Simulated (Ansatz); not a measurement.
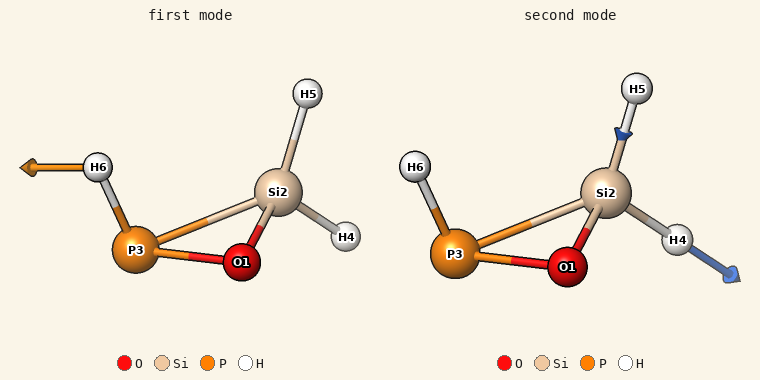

The system is H3OPSi, SMILES O1[SiH2]P1; the picture shows the reference structure; its two panels give the patterns of the first and the second mode as arrows. Coordinates scanned: (1) normal mode 8 (1010 cm⁻¹); (2) normal mode 11 (2373 cm⁻¹). Nothing is relaxed (straight displacements along the two mass-weighted modes). Grid: 15 × 15 points. Points are written as (first, second). All energies are given in kcal/mol relative to the lowest grid point. Method: RHF/def2-TZVP in Ansatz.

Its coordinates:

```xyz
6

O     0.7978   -0.9417    0.1820
Si   -0.2800   -0.0260   -0.6475
P    -0.1285   -0.3250    1.4728
H    -1.2419   -0.7543   -1.4796
H     0.2678    1.1477   -1.3341
H     0.6268    0.8352    1.7602
```

Range: normal mode 8 (1010 cm⁻¹) from −0.486 to 0.486 amu½·Å; normal mode 11 (2373 cm⁻¹) from −0.311 to 0.311 amu½·Å.

> What landscape does the calculation give?

The lowest grid point is at (0.000 amu½·Å, 0.000 amu½·Å). It is the only kind of minimum in the scanned range. The highest grid point, (−0.486 amu½·Å, −0.311 amu½·Å), lies 42.9 kcal/mol above the lowest.

```csv
"second ↓, first →",−0.486,−0.417,−0.347,−0.278,−0.208,−0.139,−0.069,0.000,0.069,0.139,0.208,0.278,0.347,0.417,0.486
0.311,31.2,27.8,25.0,22.8,21.1,20.0,19.3,19.1,19.4,20.0,21.0,22.5,24.3,26.5,29.1
0.266,26.4,23.0,20.2,18.0,16.3,15.2,14.5,14.3,14.5,15.2,16.2,17.6,19.4,21.7,24.3
0.222,22.2,18.8,16.0,13.8,12.2,11.0,10.4,10.2,10.4,11.0,12.0,13.4,15.3,17.5,20.1
0.178,18.7,15.3,12.5,10.3,8.7,7.5,6.9,6.7,6.9,7.5,8.5,9.9,11.7,13.9,16.6
0.133,15.9,12.5,9.7,7.5,5.9,4.7,4.1,3.9,4.1,4.7,5.7,7.1,8.9,11.1,13.7
0.089,13.8,10.4,7.6,5.4,3.8,2.6,2.0,1.8,2.0,2.6,3.6,5.0,6.8,9.0,11.6
0.044,12.4,9.1,6.3,4.1,2.5,1.3,0.7,0.5,0.7,1.3,2.3,3.7,5.5,7.6,10.2
0.000,12.0,8.6,5.8,3.6,2.0,0.9,0.2,0.0,0.2,0.8,1.8,3.2,5.0,7.2,9.7
−0.044,12.4,9.1,6.3,4.1,2.5,1.4,0.7,0.5,0.7,1.3,2.3,3.7,5.5,7.6,10.2
−0.089,13.9,10.6,7.8,5.6,4.0,2.9,2.2,2.0,2.2,2.8,3.8,5.2,7.0,9.2,11.7
−0.133,16.6,13.3,10.5,8.3,6.7,5.6,5.0,4.8,5.0,5.6,6.6,7.9,9.7,11.9,14.4
−0.178,20.6,17.3,14.6,12.4,10.8,9.7,9.1,8.9,9.1,9.7,10.6,12.0,13.8,16.0,18.5
−0.222,26.2,22.9,20.1,18.0,16.4,15.3,14.7,14.5,14.7,15.3,16.3,17.6,19.4,21.6,24.1
−0.266,33.5,30.2,27.5,25.4,23.8,22.7,22.1,21.9,22.1,22.7,23.7,25.1,26.8,29.0,31.5
−0.311,42.9,39.6,36.9,34.8,33.2,32.2,31.6,31.4,31.6,32.2,33.2,34.6,36.3,38.5,41.0
```

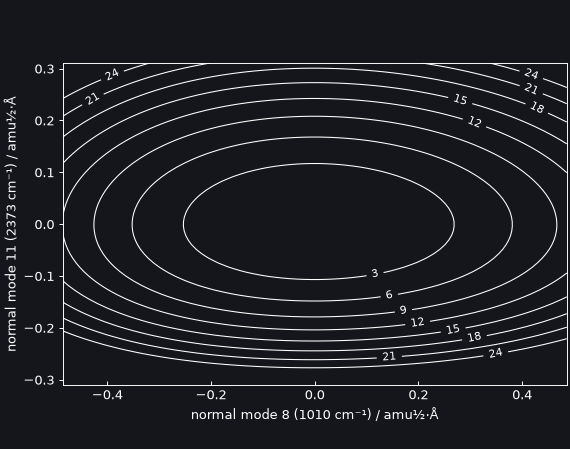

Drawn: contour lines labelled in kcal/mol (none above 24). Between grid points the surface is interpolated.

Each point was launched as `ansatz run input.yaml --threads 1 --pin off --max-ram 2560MiB --backend cpu --events-out ev --progress --plain --runs-dir out`. Time for the 225 points that were run: 5 min on 1 thread of Intel(R) Xeon(R) 6975P-C (Granite Rapids), with other jobs on the host.
